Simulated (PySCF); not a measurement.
C5H10Si (SMILES C[C@H]1C=C1C[SiH3])

Input file:

```
{"job": {"kind": "nmr", "xc": "PBE0", "basis": "pcSseg-1"}, "charge": 0, "multiplicity": 1}
C     -2.426527     0.146167     0.546498
C     -1.119564    -0.599819     0.723172
C     -0.597814    -1.520538    -0.342211
C      0.022619    -0.380283    -0.224439
C      1.079870     0.561785    -0.569611
Si     2.438502     0.551638     0.780296
H     -3.256210    -0.425663     0.960568
H     -2.391224     1.108029     1.057997
H     -2.623344     0.322798    -0.509287
H     -0.899823    -0.830496     1.766294
H     -0.723733    -2.463656    -0.813115
H      0.660534     1.567617    -0.640444
H      1.509481     0.307060    -1.540607
H      3.108092    -0.748998     0.771687
H      1.822205     0.791442     2.084781
H      3.389338     1.621862     0.471978
```

Command:

```sh
OMP_NUM_THREADS=1 python probes_run.py task.json out
```

Geometry: GFN2-xTB.

The calculation used PySCF, PBE0/pcSseg-1, SCF density, gas phase, non-relativistic.

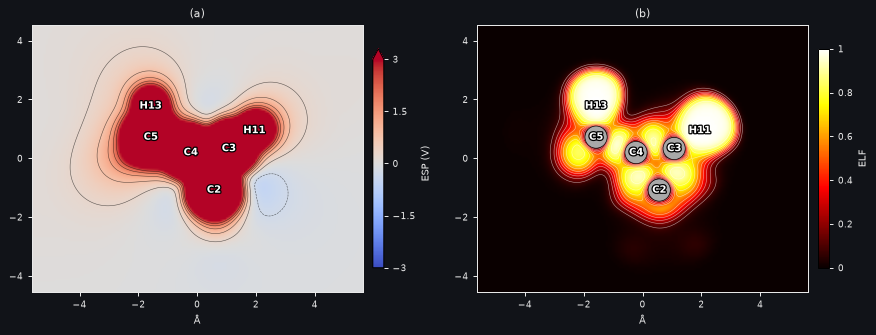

Figure 1. (a) electrostatic potential; (b) ELF on the plane of atoms C2, C4 and C3. Grey discs cover the atomic cores in the ELF map.

Question: Describe what can be read from this map.

Answer: The section cuts through C and H sites.
C–C (1.30 Å): the ELF peaks at about 0.85 between the atoms; a multiple bond.
C–H (1.06 Å): the ELF climbs to about 1 towards the hydrogen, as it does in any bond to H (a covalent bond by its length).
C–C (1.46 Å): the ELF peaks at about 0.95 between the atoms, as expected for a covalent bond.
C–C (1.50 Å): the ELF peaks at about 0.85 between the atoms (localised, covalent bonding).
Outside the dense part of the molecule the potential is most negative (−0.5 V) near C2.

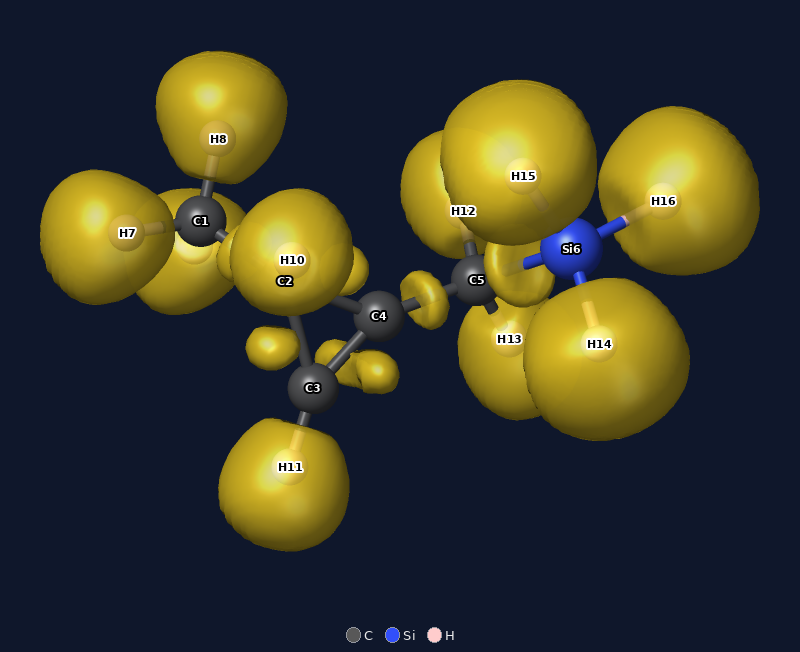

Figure 2. Isosurface of the ELF at 0.85 (yellow), seen across its widest extent. Core shells and regions of very low density are left out.

Question: Where are the electrons localised?

Answer: At this value the surface marks out five regions between bonded C–C atoms (shared pairs), one region between bonded C–Si atoms (shared pairs) and ten regions around hydrogen nuclei. Along the contacts the grid gives the following. C–Si (1.92 Å): the ELF peaks at about 0.95 between the atoms; localised, covalent bonding.

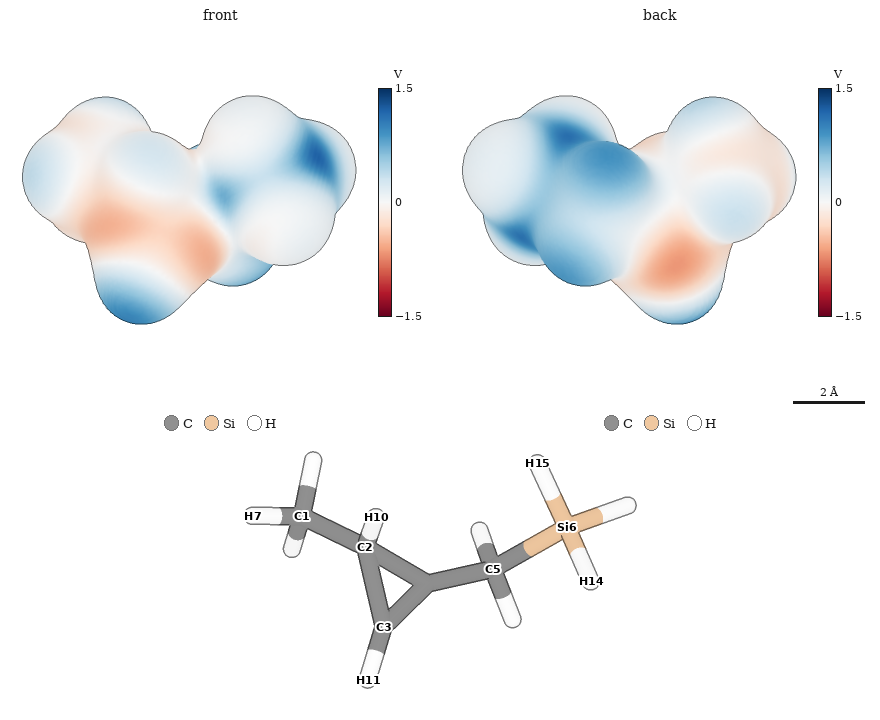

Figure 3. The electrostatic potential painted on the density surface at 0.002 e/bohr³, seen from the front and from behind; the colour scale runs from red (negative) to blue (positive). The bare structure is drawn below in the same view.

Question: Describe the electrostatic potential map.

Answer: The most negative region (about −0.6 V) lies over the π face of C3 and C4, the most positive (about +1.1 V) over Si6.

Question: How polar is the molecule by this calculation?

Answer: Its dipole moment is 0.76 D.
